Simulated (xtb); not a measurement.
# Run report: GaH2Cl2 (charge −1), geometry relaxation (part 3 of 3)

GaH2Cl2, charge −1, SMILES [Cl][GaH2-][Cl]; GFN2-xTB (xtb 6.7.1). The geometry comes from this level: GFN2-xTB.

Geometry of the input (Å):
```
Cl -2.0551  0.1844  0.0325
Ga 0.0793  0.0669  -0.0926
Cl 0.8227  -1.2499  1.4232
H  0.4749  -0.5052  -1.5058
H  0.6782  1.5038  0.1427
```

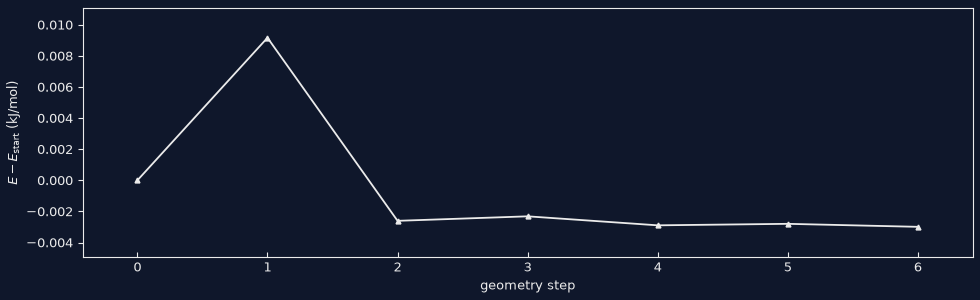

Fig. 1: Progress of the relaxation, step by step (steps are counted from 0). No atom moves by more than 0.005 Å after the best rigid fit. The energy falls by next to nothing (0.0 kJ/mol) in 6 geometry steps.

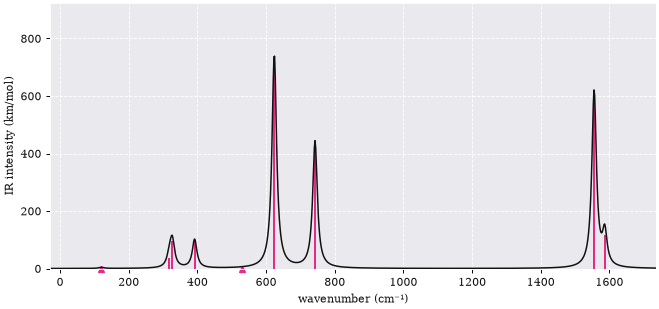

Fig. 2: Harmonic infrared spectrum, unscaled: sticks (degenerate modes added up, dark ones marked on the axis) with a Lorentzian envelope of 16 cm⁻¹ full width, scaled to the tallest stick. 9 modes from 121 to 1586 cm⁻¹, none imaginary. The strongest line is at 624 cm⁻¹ (738 km/mol). All modes, in cm⁻¹ (km/mol): 121 (4.1), 318 (38), 327 (94), 392 (99), 530 (0.0), 624 (738), 743 (437), 1555 (610), 1586 (115).

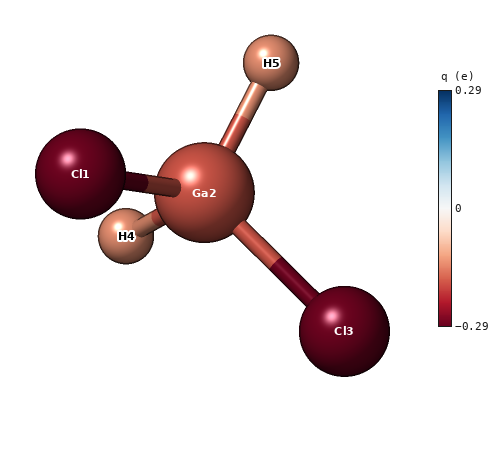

Fig. 3: Mulliken charges, as the colour of each atom (ball-and-stick view, seen at a tilt; atoms are numbered from 1 in the order of the input). By element: Cl −0.28, Ga −0.18 and H −0.13 e.

### Summary

| quantity | value |
| --- | --- |
| outcome | converged |
| electrons treated | 20 |
| total energy | −11.715874 hartree |
| dispersion energy | −0.003976 hartree |
| basis functions | 32 |
| HOMO | −6.85 eV |
| LUMO | 1.74 eV |
| zero-point energy | 0.014113 hartree |
| wavenumbers, lowest and highest | 121 and 1586 cm⁻¹ |
| peak memory | 0.072 GiB |
